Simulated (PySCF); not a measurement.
C₃H₁₅BSi₃, SMILES C[Si](C)([SiH2][SiH2]B)C, GFN2-xTB optimised geometry. Atoms within 1.6 Å of the plane z = 0.0 Å (x, y, z in Å): Si4 (-0.33, 0.79, 0.00), C6 (1.59, 0.79, 0.00), C7 (-0.91, 2.62, 0.00), H10 (-1.29, -3.16, 0.40), H17 (1.97, -0.22, -0.05), H18 (1.98, 1.25, 0.90), H19 (1.99, 1.34, -0.85), H20 (-0.57, 3.14, 0.89), H21 (-0.54, 3.16, -0.86), H22 (-1.99, 2.68, -0.02).

Calculation: PBE0/def2-SVP run with PySCF 2.14.0. Cells within 0.4 Å of a nucleus heavier than hydrogen are left out (blank, or x).

Map of the log10 of the electron density (e/bohr³), floored at −4 on the plane z = 0.0 Å:

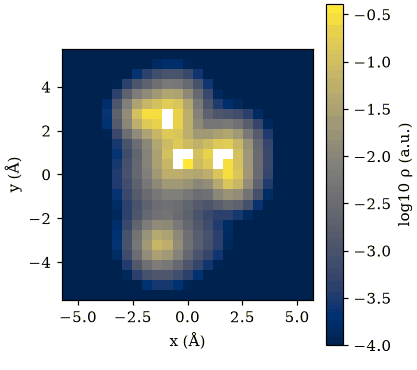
Log10 of the electron density (e/bohr³), floored at −4 on the plane z = 0.0 Å.
